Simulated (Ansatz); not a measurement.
The compound is Ca₃As (space group P6_3/mmc, No. 194), taken as coordinates from a relaxation with DFT, PAW plane waves, pbe (Ansatz); the starting structure was generated, so it need not be a known form of this composition.

```
CELL_PARAMETERS angstrom
5.36385 0.00000 0.00000
-2.68192 4.64523 0.00000
0.00000 0.00000 9.71700
ATOMIC_POSITIONS crystal
As 0.33333 0.66667 0.75000
As 0.66667 0.33333 0.25000
Ca 0.00000 0.00000 0.75000
Ca 0.00000 0.00000 0.25000
Ca 0.33333 0.66667 0.06063
Ca 0.66667 0.33333 0.56063
Ca 0.33333 0.66667 0.43937
Ca 0.66667 0.33333 0.93937
```

Describe the stacking along c, with columns A (0, 0), B (1/3, 2/3), C (2/3, 1/3) of the hexagonal mesh.

Ca(B) – Ca(A)+As(C) – Ca(B) – Ca(C) – Ca(A)+As(B) – Ca(C) (six layers in 9.72 Å).

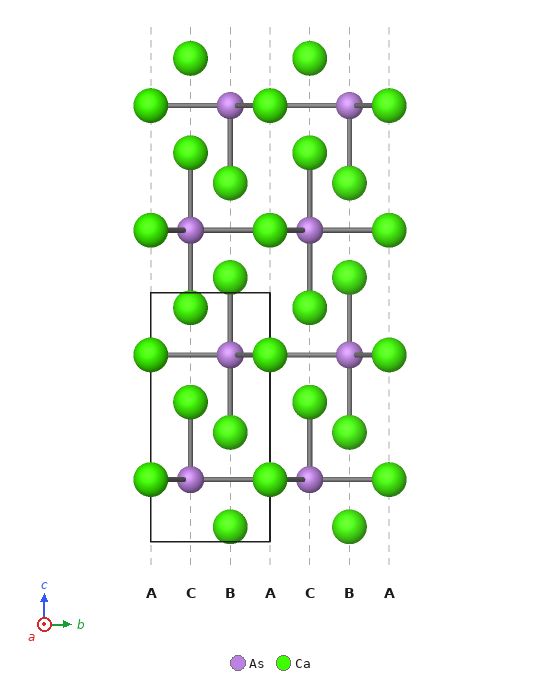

Projection along an edge of the hexagonal mesh, stacking direction c upwards. The dashed lines mark the three columns A (0, 0), B (1/3, 2/3) and C (2/3, 1/3). The sequence starts with the first layer at or above the cell's origin.
